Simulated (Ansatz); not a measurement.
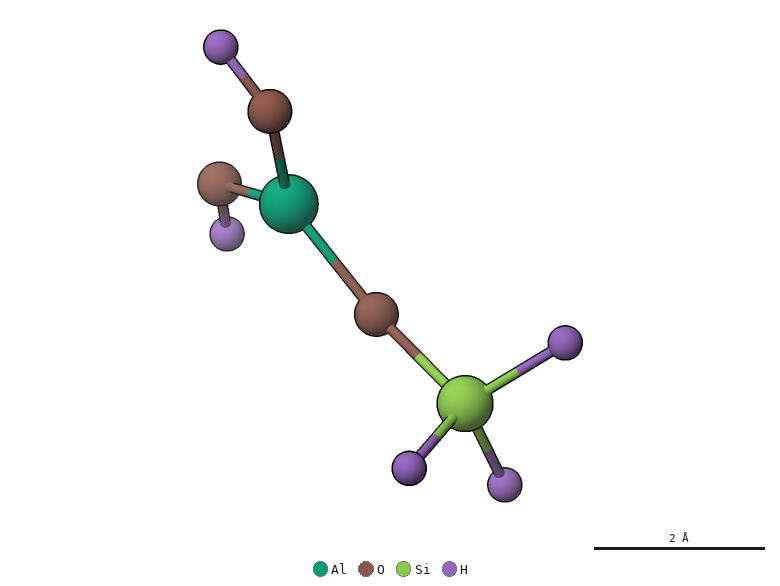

Ball-and-stick drawing of a structure.

Computed geometry: PBE0-D4/def2-TZVP optimisation.

Question: Give the formula.

Answer: AlH₅O₃Si, 10 atoms: 1 aluminium, 5 hydrogen, 3 oxygen and 1 silicon.

Question: How many bonds of each kind are drawn?

Answer: 3 Al–O, 3 Si–H, 2 O–H, 1 O–Si. Sticks follow a distance rule.

More results for the same structure follow; atom numbers are the same in all pictures, views and colours differ.

### Shape

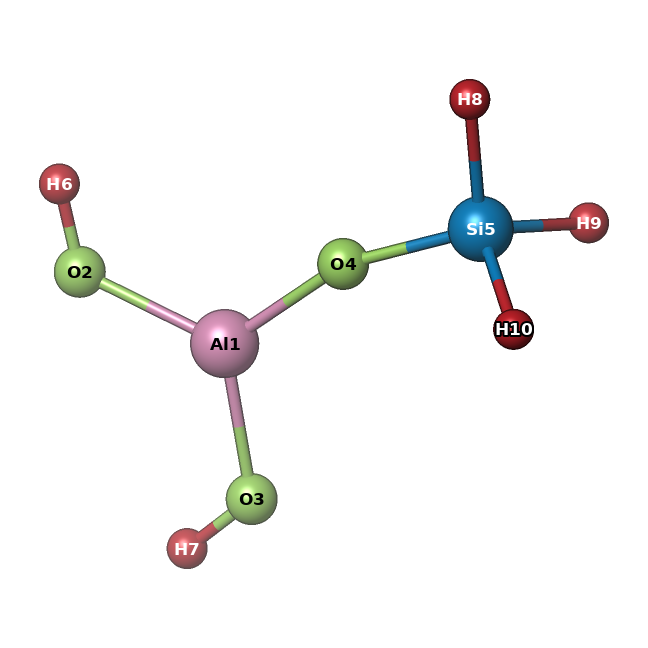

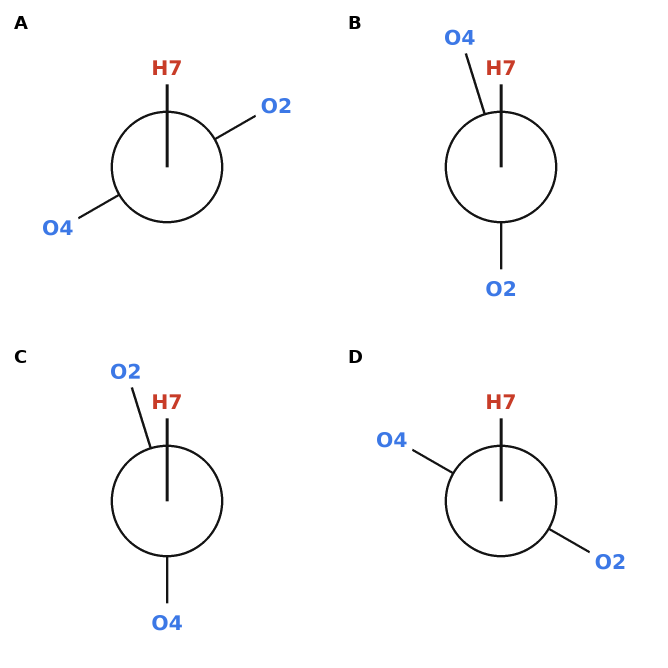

Atoms fade into the background with distance from the viewer. Bonds that would overlap in a projection are set slightly apart.

Question: Which Newman projection shows the view along O3–Al1, with O3 in front?

Answer: C. The torsion angle H7–O3–Al1–O2 is 0°, synperiplanar (eclipsed).

### Charges

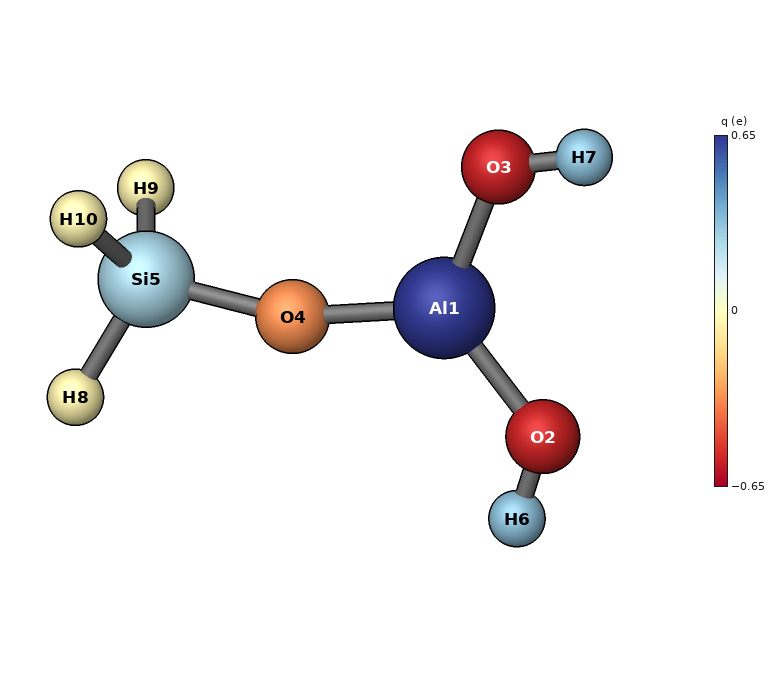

Atoms are coloured by their Mulliken charges. Properties computed with RKS PBE0-D4/def2-TZVP (Ansatz 0.2.0).

List the Mulliken charges.

| atom | value (e) |
| --- | --- |
| Al1 | 0.64 |
| O2 | −0.55 |
| O3 | −0.55 |
| O4 | −0.32 |
| Si5 | 0.25 |
| H6 | 0.32 |
| H7 | 0.32 |
| H8 | −0.04 |
| H9 | −0.04 |
| H10 | −0.04 |

### Vibrations

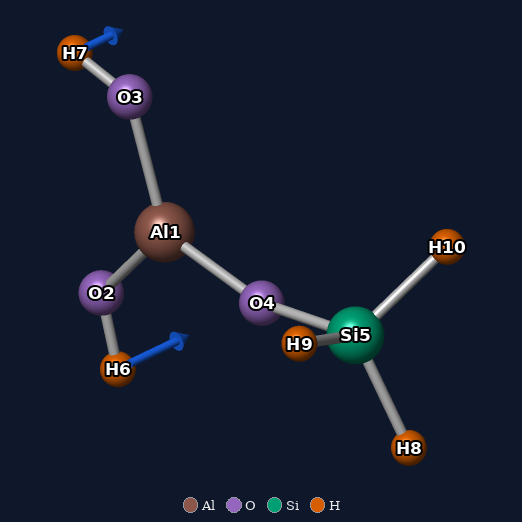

The arrows show one normal mode. Harmonic vibrations computed with RKS PBE0-D4/def2-TZVP (Ansatz 0.2.0) at a stationary point of the same level.

Question: What kind of motion is it?

Answer: A torsion or out-of-plane motion in which bond lengths and bond angles hardly change.

Question: Estimate its harmonic wavenumber.

Answer: 339 cm⁻¹; it is mode 7 of 24 counted from the lowest.

### Electronic properties

Method: RKS PBE0-D4/def2-TZVPP (Ansatz 0.2.0).

Question: Estimate the dispersion correction.

Answer: −15.6 kJ/mol.

Question: Estimate the HOMO energy (Kohn–Sham orbital).

Answer: −8.74 eV.

Question: Estimate the LUMO energy (Kohn–Sham orbital).

Answer: −0.66 eV.

Mulliken values depend strongly on the basis set and can even reverse the polarity of a bond.
